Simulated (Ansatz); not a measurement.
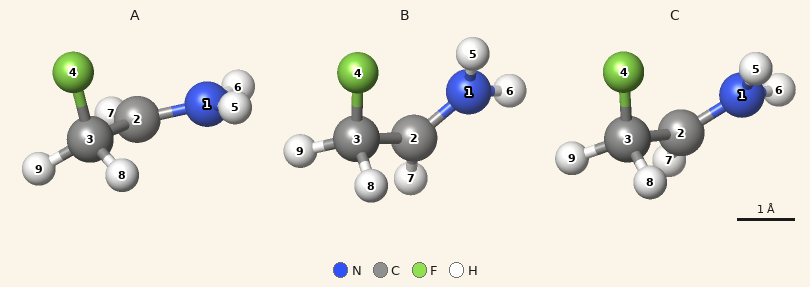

3 geometries from a converged minimum-energy path of C2H5FN (charge +1), shuffled. The picture is a ball-and-stick view, seen at a tilt.

Level of theory: RKS PBE0/def2-SVP (Ansatz 0.2.0). Run with 7 movable images; climbing image; force threshold 0.05 eV/Å; iteration limit 60; starting path through a guess of the saddle point.

Question: Which frame is the transition state?

Answer: A. In order along the path, whose images run from 0 to 8: B (image 1, +7.1 kJ/mol), C (image 2, +24.5 kJ/mol), A (image 4, +45.3 kJ/mol). The motion is a rotation about the C2–C3 bond by about 170°. No bond forms or breaks between the ends. Among the angles between lasting bonds that change up to the highest image: C2–C3–F4 109.9° → 105.0°, C2–N1–H5 119.2° → 121.8°.
